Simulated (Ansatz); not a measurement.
## AgI, carrier doping

The reference is AgI in the rock salt structure (space group Fm-3m, No. 225; a cell from a computed database, its experimental status unchecked).

```
CELL_PARAMETERS angstrom
      0.00000     2.99234     2.99234
      2.99234     0.00000     2.99234
      2.99234     2.99234     0.00000
ATOMIC_POSITIONS crystal
  Ag 0.00000 0.00000 0.00000
  I  0.50000 0.50000 0.50000
```

Carriers are added at fixed cell with a uniform background; the Fermi–Dirac width is that of 300 K.

All numbers come from Kohn–Sham DFT with the PBEsol functional, run in Ansatz (a quantum-chemistry and plane-wave program) with PAW and 420 eV plane waves, no spin-orbit coupling.

Notes on the quantities. Fermi level from band edge: Fermi level relative to the doped band's edge (positive inside the band; to 0.05 eV).

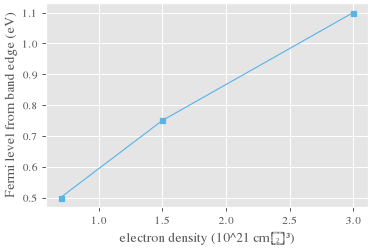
Fig. 1. Fermi level from band edge against electron density

```tsv
electron density (10^21 cm⁻³)	Fermi level from band edge
0.7	+0.50 eV
1.5	+0.75 eV
3	+1.10 eV
```

Charged cell with a jellium background: band edges are those of the host's band count, energies are not comparable with the neutral cell, and many-body gap narrowing is missing. Stability against distortions was not tested. This is not the structure that AgI has at room temperature and ambient pressure.
